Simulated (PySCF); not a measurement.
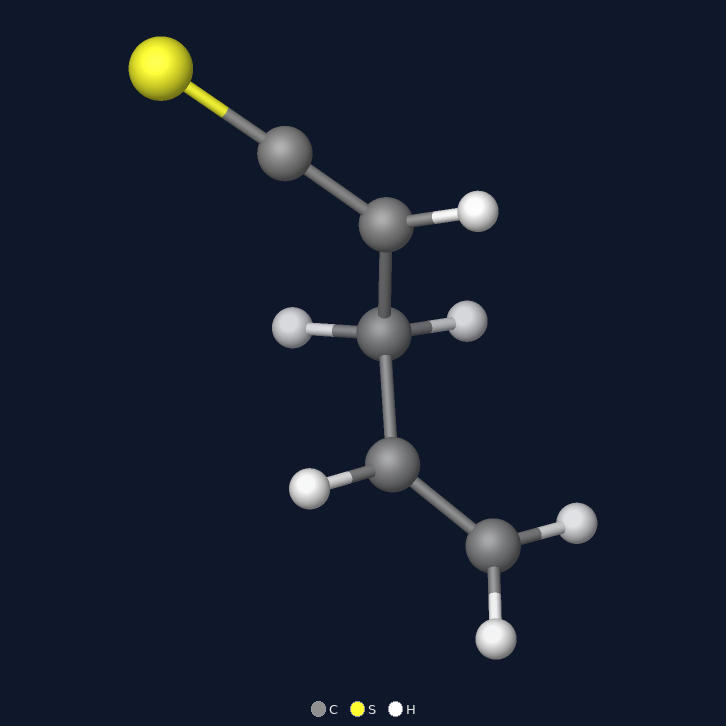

Ball-and-stick drawing of a structure. Every bond is drawn as one stick, whatever its order.

Computed geometry: GFN2-xTB optimisation. No frequency run is at hand to confirm it as a minimum.

Describe the molecule.

Formula C5H6S. As SMILES it reads `C=CCC=C=S`. It has no ring. Among its groups: alkene. This geometry has C1 symmetry. Coordination: 3 C trigonal planar; 1 C tetrahedral; 1 C linear.

The parts below concern this one geometry. Atoms keep their numbers from picture to picture.

**Electronic properties**

No frequency run is at hand to confirm it as a minimum. Properties computed with PBE0/pcSseg-1, gas phase (PySCF 2.14.0).

Give the LUMO energy (Kohn–Sham orbital) at this level.

−2.15 eV.

What is the dipole moment?

1.50 D.

Estimate the HOMO energy (Kohn–Sham orbital).

−6.38 eV.

**Bond orders**

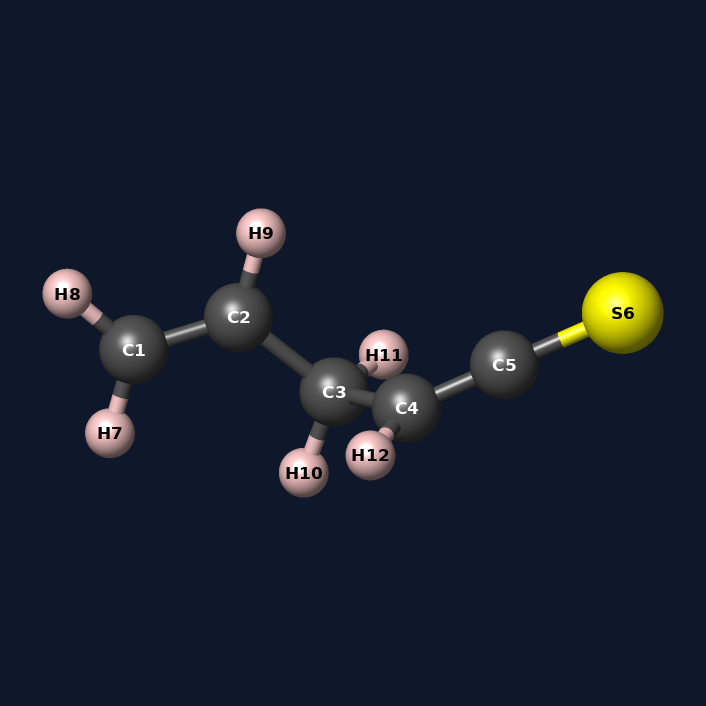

Every bond is drawn as one stick. No frequency run is at hand to confirm it as a minimum. Method: PBE0/pcSseg-1 (PySCF 2.14.0).

List the Mayer bond orders of C1–C2, C1–H7, C1–H8, C2–C3, C2–H9, C3–C4, C3–H10, C3–H11, C4–C5, C4–H12, C5–S6.

```csv
bond,Mayer order,length (Å)
C1–C2,1.98,1.320
C1–H7,0.95,1.078
C1–H8,0.95,1.077
C2–C3,1.02,1.499
C2–H9,0.96,1.082
C3–C4,1.02,1.514
C3–H10,0.94,1.092
C3–H11,0.95,1.092
C4–C5,1.75,1.296
C4–H12,0.91,1.080
C5–S6,1.93,1.560
```

**NMR shielding**

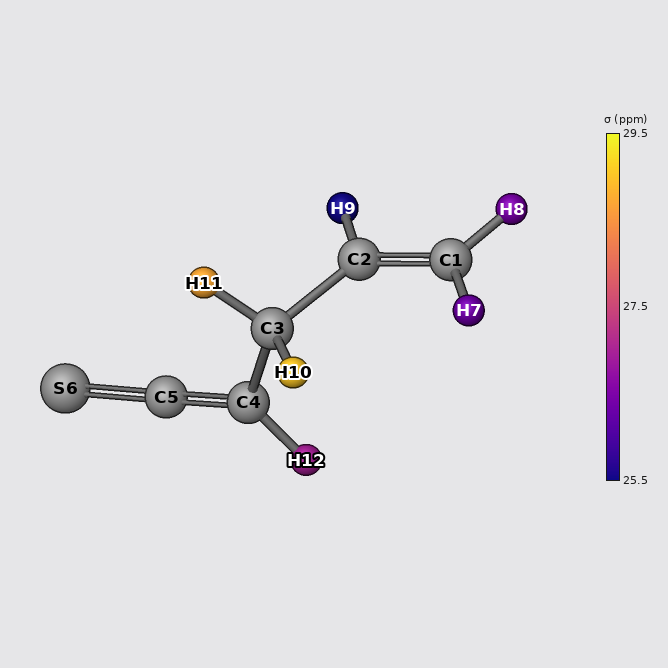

Atoms are coloured by their isotropic NMR shieldings (H only, the others grey). No frequency run is at hand to confirm it as a minimum. Method: GIAO PBE0/pcSseg-1 NMR shielding, non-relativistic, gas phase (PySCF 2.14.0).

Which H atom is the most shielded (lowest chemical shift)?

H10 (29.04 ppm).

Which H atom is the least shielded (highest chemical shift)?

H9 (25.52 ppm).

How wide is the range of H shifts?

3.52 ppm.

List the isotropic NMR shieldings of the H atoms.

```csv
atom,σ (ppm)
H7,26.35
H8,26.47
H9,25.52
H10,29.04
H11,28.73
H12,26.98
```
